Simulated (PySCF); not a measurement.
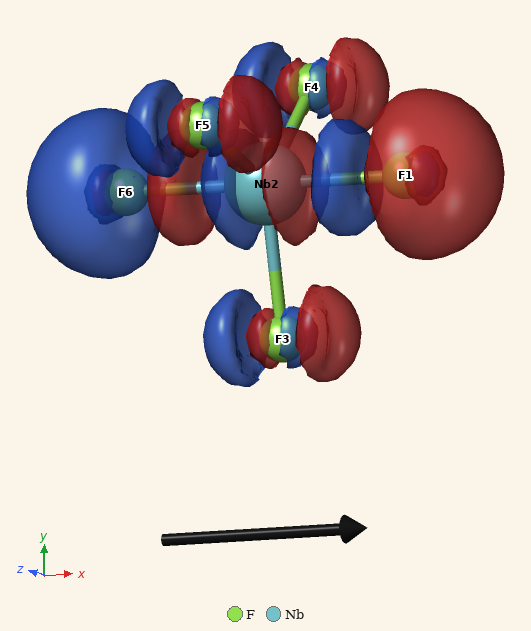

Figure. F₅Nb, SMILES `F[Nb](F)(F)(F)F`. Change of the electron density in a uniform field of 0.21 V/Å along +x (arrow), surfaces at ±0.0015 e/Å³ (blue: gain, red: loss).

Method: PBE0/def2-TZVP; geometry: GFN2-xTB; program: PySCF. Core potentials replace the inner electrons of Nb; spin–orbit coupling isn't included. This is a single-reference result, which may miss multireference character in this system. No frequency check shows the geometry to be a minimum. A basis without diffuse functions makes polarisabilities too small. GFN2-xTB bond lengths at metals and heavier atoms can be off by up to 0.1 Å and shapes distorted, which carries into these values.

Cartesian coordinates (Å):

```
F1       1.7853   -0.0002   -0.0014
Nb2     -0.0001   -0.0001   -0.0000
F3      -0.0006   -1.7552   -0.4730
F4      -0.0009    1.2873   -1.2835
F5       0.0021    0.4680    1.7566
F6      -1.7853    0.0003    0.0015
```

Question: What dipole is induced, and what polarisability does it imply?

Answer: The induced dipole is 0.38 D (along the field); α along this axis, from the fields in both directions, is 38 bohr³ (5.6 Å³).

Question: Which atoms gain and lose the most charge?

Answer: Electrons gather most on F6 (Hirshfeld charge changes by −0.012 e) and leave F1 most (+0.013 e); 0.034 electrons are displaced in all.
